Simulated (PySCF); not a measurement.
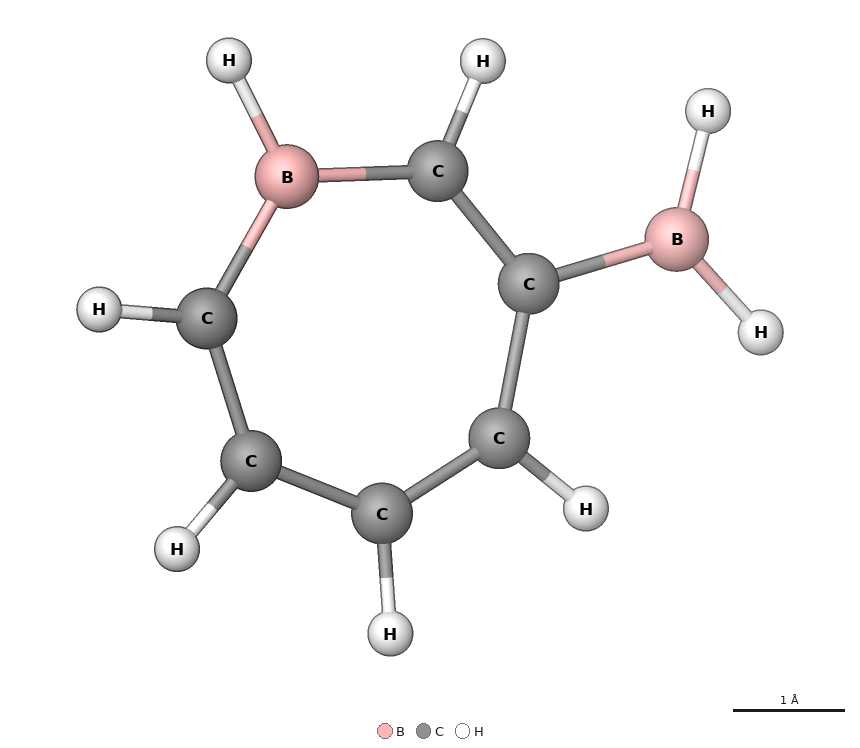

Rendered structure (ball-and-stick style). Every bond is drawn as one stick, whatever its order.

The geometry was computed by an optimisation with PBE0-D3(BJ)/def2-SVP. No frequency run is at hand to confirm it as a minimum.

Describe the molecule.

It has 16 atoms: 6 carbon, 8 hydrogen and 2 boron (C₆H₈B₂). Its SMILES string is `BC1=CBC=CC=C1`. Independent rings (smallest set): 1 of 7 members. Among its groups: alkene, B–H bond. This geometry has Cs symmetry. All atoms lie on one plane. Coordination: 2 B trigonal planar; 6 C trigonal planar.

The parts below concern this one geometry. Atoms keep their numbers from picture to picture.

## Polarisability

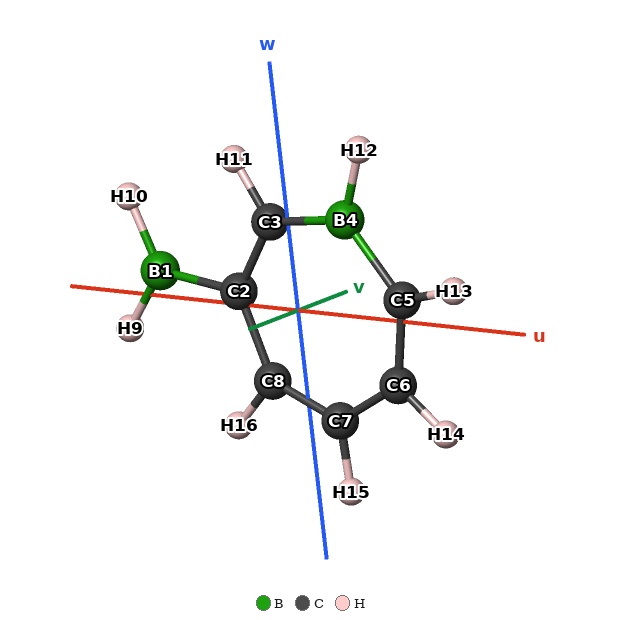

The lines u, v and w are the principal axes of the static dipole polarisability. No frequency run is at hand to confirm it as a minimum. Level of theory: B3LYP/def2-SVPD (PySCF 2.14.0).

> Along which axis is the molecule most polarisable, and along which least?

Most along u (in the molecular plane, nearly parallel to the C3–B4 bond), least along v (normal to the molecular plane).

> Give the three principal values.

u 138.2, v 58.9, w 120.3 bohr³; mean 105.8, anisotropy 72.1 bohr³.

## Excitation

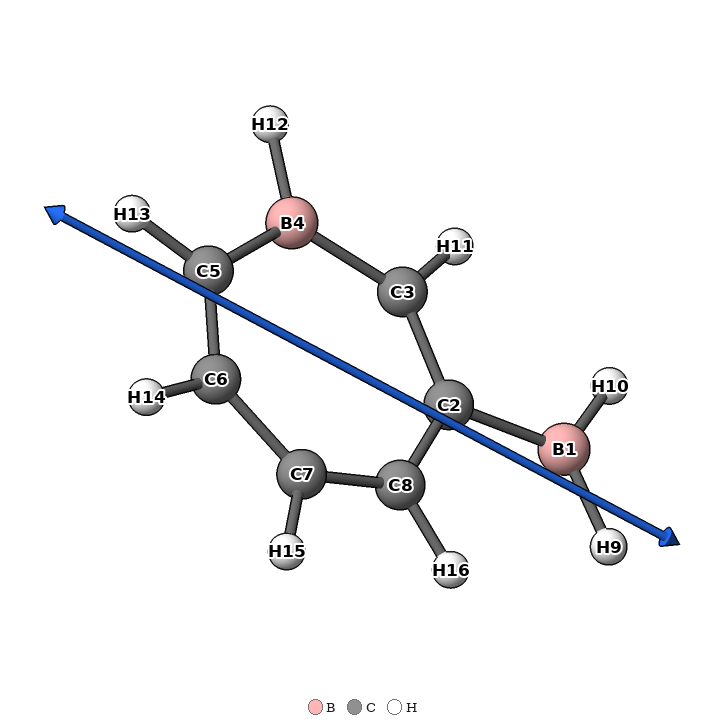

The double arrow shows the direction of the transition dipole to excited singlet state 8 (its length means nothing). No frequency run is at hand to confirm it as a minimum. Method: TDDFT B3LYP/def2-SVPD, vertical, gas phase, core orbitals frozen in the response (PySCF 2.14.0).

> How is the transition polarised?

In the molecular plane, nearly parallel to the C3–B4 bond.

> Give its energy, strength and character.

5.30 eV (234 nm), oscillator strength 0.60, mainly HOMO−2 → LUMO (weight 0.69); transition dipole 5.48 D.

## NMR shielding

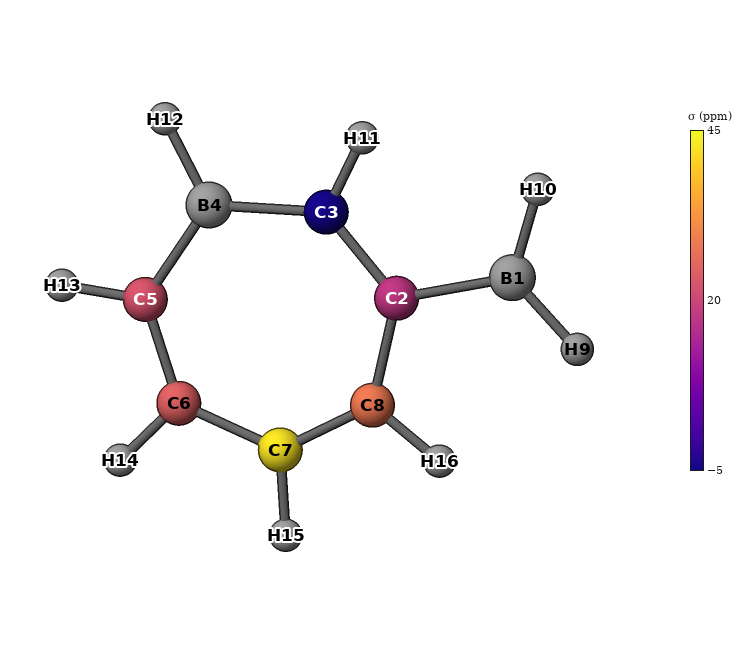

Atoms are coloured by their isotropic NMR shieldings (C only, the others grey). No frequency run is at hand to confirm it as a minimum. Properties computed with GIAO ωB97X-D/pcSseg-1 NMR shielding, non-relativistic, gas phase (PySCF 2.14.0).

List the isotropic NMR shieldings of the C atoms.

```json
{"atom": "C2", "σ (ppm)": "17.5"}
{"atom": "C3", "σ (ppm)": "−4.4"}
{"atom": "C5", "σ (ppm)": "22.4"}
{"atom": "C6", "σ (ppm)": "24.5"}
{"atom": "C7", "σ (ppm)": "42.4"}
{"atom": "C8", "σ (ppm)": "28.4"}
```
